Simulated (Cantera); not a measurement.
Charge: 1 mol HF, a varied amount of H2, 29 mol N2, at 2173 K and 10.0 mbar.

Cantera equilibrium calculation (NASA polynomials, part measured and part estimated; ideal gas, pure solids and liquids). Equilibrium is a limit: real reactors are often held back by kinetics, nucleation or transport.

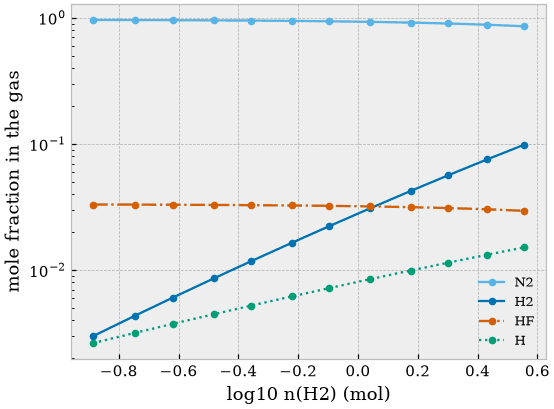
Equilibrium gas composition (values under 1e-9 drawn at 1e-9)

Task: Read off the mole fractions at 3.6 mol H2.

Result: N2 about 0.86, H2 about 0.099, HF about 0.030, H about 0.015.
